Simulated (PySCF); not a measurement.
Molecule: SMILES [Sn]([CH](C)C)([OH])([OH])[OH]. Atoms near the plane z = 0.0 Å, at the GFN2-xTB optimised geometry (x, y, z in Å): Sn4 (-0.7, 0.4, 0.0), O5 (1.3, 0.4, 0.0), O6 (-1.2, 2.4, 0.0), H14 (-1.1, -2.6, 0.8), H15 (1.7, 1.3, 0.2), H16 (-1.7, 2.6, -0.8).

Method: CAM-B3LYP/def2-SVP, def2 effective core potentials past Kr (PySCF). The core electrons that the potentials of Sn replace are not part of the density. Cells within 0.4 Å of a nucleus heavier than hydrogen are left out (blank, or x). The values are rescaled to run from 0 to 1.

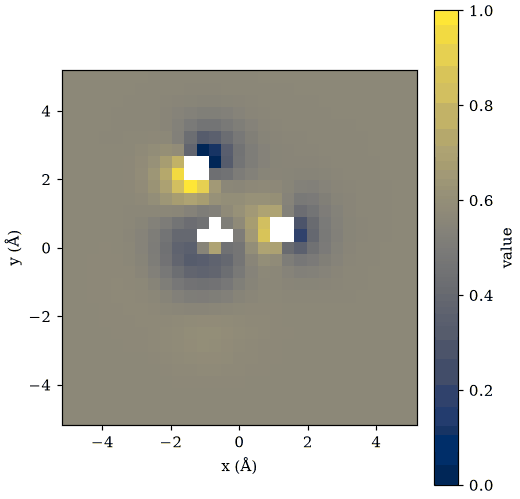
Figure: a field on the plane z = 0.0 Å.

Q: Which quantity is mapped?
A. log10 of the electron density
B. electron localisation function
C. an orbital amplitude
D. deformation density (molecule minus spherical neutral atoms)

A: C, an orbital amplitude. In full: HOMO amplitude (bohr^(-3/2)).
